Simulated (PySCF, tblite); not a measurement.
Molecule: C₂H₈O₂S₃Si₂, SMILES O[Si]1(O[SiH3])SCSCS1.

```xyz
17

O      1.9536    -0.2455    -2.2955
Si     0.6677    -0.2141    -1.3275
O      1.1059     0.2359     0.1466
Si     2.2058     0.9283     1.1484
S     -0.2102    -2.1610    -1.1398
C     -1.5845    -1.7090    -0.0226
S     -2.8718    -0.6617    -0.7504
C     -2.0395     0.9474    -0.7355
S     -0.7820     1.2004    -2.0378
H      1.8723    -0.4991    -3.2112
H      3.4839     0.2697     0.9178
H      2.2219     2.3525     0.8274
H      1.6075     0.6336     2.4489
H     -2.0730    -2.6400     0.2524
H     -1.1755    -1.2155     0.8565
H     -2.8141     1.6889    -0.9123
H     -1.5750     1.1013     0.2364
```

GIAO shifts, PBE0/pcSseg-1 in PySCF, at a GFN2-xTB geometry (a minimum by its frequencies), against CS₂ for ³³S and TMS for ²⁹Si computed at the same level. Gas phase, fully decoupled, line heights follow the number of nuclei, widths are arbitrary (no quadrupolar broadening); values of one conformer, averaged over methyl-type rotors and exact or near symmetry; other conformers aren't averaged in.

> How many ³³S lines appear, and where?

2 signals.


| δ (ppm) | nuclei | atoms |
| --- | --- | --- |
| 54.7 | 1 | S7 |
| −36.1 | 2 | S5, S9 |

> Which ²⁹Si signals does it give?

2 signals.


| δ (ppm) | nuclei | atoms |
| --- | --- | --- |
| −26.5 | 1 | Si2 |
| −38.0 | 1 | Si4 |

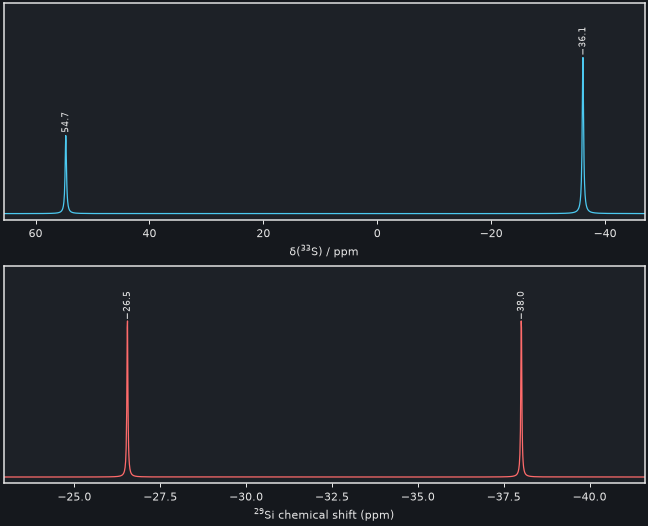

Caveats: the tight-binding geometry is rougher than a DFT one and adds to the error.
